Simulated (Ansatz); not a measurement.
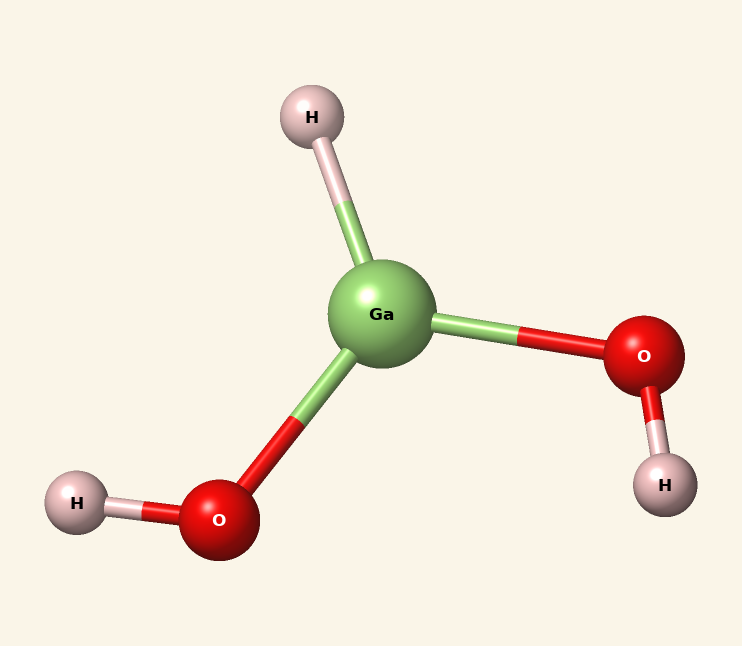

A ball-and-stick model of a molecule.

**Which formula does it have?**

GaH3O2, 6 atoms: 1 gallium, 3 hydrogen and 2 oxygen.

**How many bonds of each kind are drawn?**

2 Ga–O, 2 O–H, 1 Ga–H. Sticks follow a distance rule.

**How many atoms are distinct by symmetry?**

6: 1 Ga, 1 O, 1 O, 1 H, 1 H, 1 H.

**Give the symmetry (Schoenflies symbol).**

Cs.

The parts below concern this one geometry. Atoms keep their numbers from picture to picture. The geometry was computed by an optimisation with PBE0-D4/def2-TZVP.

### Thermal motion

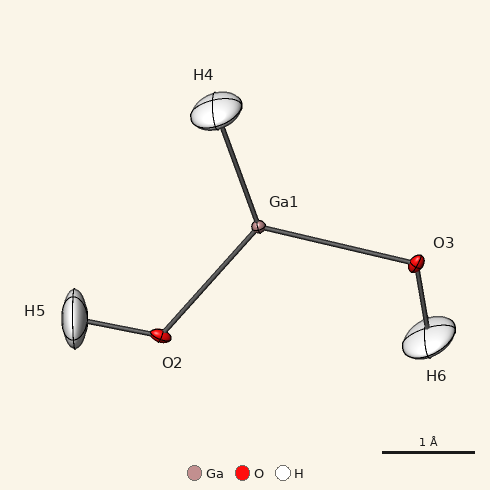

Displacement ellipsoids at the 50 % level, from the internal vibrations of the free molecule (harmonic, no overall translation or rotation; no half-axis is drawn under 0.075 Å). Vibrations computed with RKS PBE0-D4/def2-TZVP (Ansatz 0.2.0). Temperature: 400 K.

**Which atom moves most?**

H5, with U_eq = 0.0399 Å².

**Does H5 move more along its bond or across it?**

Across it: the root-mean-square amplitude is 0.099 Å along the bond and up to 0.280 Å across, since bending and torsion are softer than stretching.

List U_eq and the three principal root-mean-square amplitudes for each kind of atom.

```json
{"atom": "Ga1", "U_eq (Å²)": "0.00032", "rms amplitudes (Å)": "0.009, 0.011, 0.028"}
{"atom": "O2", "U_eq (Å²)": "0.0026", "rms amplitudes (Å)": "0.022, 0.037, 0.077"}
{"atom": "O3", "U_eq (Å²)": "0.0026", "rms amplitudes (Å)": "0.026, 0.037, 0.076"}
{"atom": "H4", "U_eq (Å²)": "0.0288", "rms amplitudes (Å)": "0.093, 0.187, 0.207"}
{"atom": "H5", "U_eq (Å²)": "0.0399", "rms amplitudes (Å)": "0.089, 0.183, 0.280"}
{"atom": "H6", "U_eq (Å²)": "0.0350", "rms amplitudes (Å)": "0.080, 0.199, 0.243"}
```

### Electronic properties

Properties computed with RKS PBE0-D4/def2-TZVP (Ansatz 0.2.0).

What does the calculation give?

- dipole moment: 1.79 D
- harmonic zero-point energy: 89.4 kJ/mol

### Vibrations

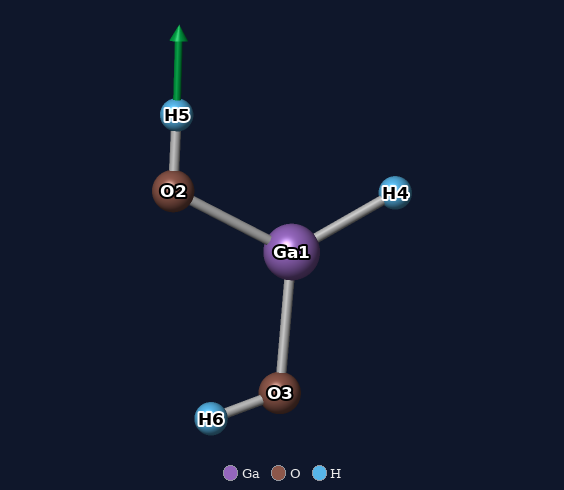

The arrows show one normal mode. Harmonic vibrations computed with RKS PBE0-D4/def2-TZVP (Ansatz 0.2.0) at a stationary point of the same level.

**Describe the motion.**

Mostly O–H stretching.

**Estimate its harmonic wavenumber.**

3911 cm⁻¹; it is mode 12 of 12 counted from the lowest.

### Charges

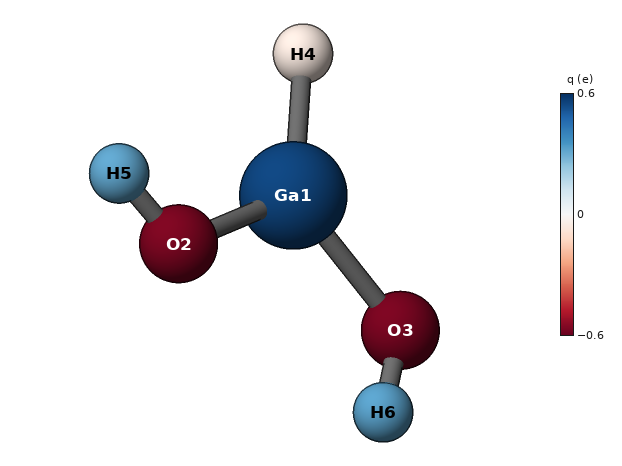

Atoms are coloured by their Mulliken charges. Properties computed with RKS PBE0-D4/def2-TZVP (Ansatz 0.2.0).

**Which atom carries the highest charge (most positive or least negative)?**

Ga1 (0.55 e).

**And the lowest?**

O2, O3 (−0.56 e).

List the Mulliken charges.

```
atom  value (e)
 Ga1       0.55
  O2      −0.56
  O3      −0.56
  H4      −0.05
  H5       0.31
  H6       0.32
```

Mulliken values depend strongly on the basis set and can even reverse the polarity of a bond.
